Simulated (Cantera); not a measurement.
Charge: 1 mol AlN, a varied amount of HCl, equilibrated at 1123.15 K and 6.98 Torr.

Cantera equilibrium calculation (NASA polynomials, part measured and part estimated; ideal gas, pure solids and liquids). Candidate condensed phases: Al, AlCl3, AlN, NH4Cl; 20 gas species. The tables' values for AlCl2 are old estimates; treat these amounts as uncertain. The numbers say what is thermodynamically allowed, not how fast it happens.

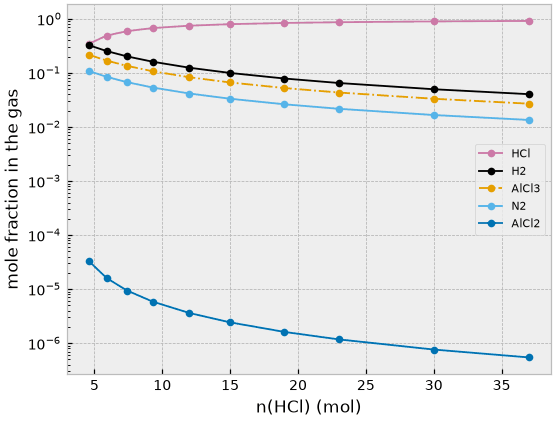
Equilibrium gas composition (values under 1e-9 drawn at 1e-9)

Q: Read off the mole fractions at 30 mol HCl.

A: HCl about 0.90, H2 about 0.050, AlCl3 about 0.033, N2 about 0.017, AlCl2 about 7.6e-7.
